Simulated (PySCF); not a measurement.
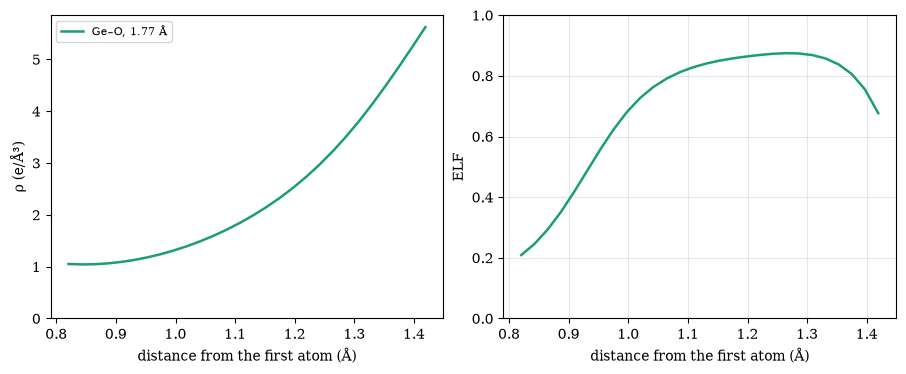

The picture shows: GeO (charge +1, doublet). Electron density and electron localisation function along straight lines between neighbouring atoms. The curves leave out the atomic cores.

All numbers below come from PBE0/cc-pVTZ(-PP), non-relativistic Hamiltonian with scalar-relativistic core potentials where named, at a bond length of 1.774 Å in PySCF.

**What can be read from the curves?**

Ge–O (1.77 Å): ρ at the midpoint is about 1.1 e/Å³; the ELF peaks at about 0.85 in the valence shell of O, 0.5 Å from its nucleus, and is about 0.35 at the midpoint.
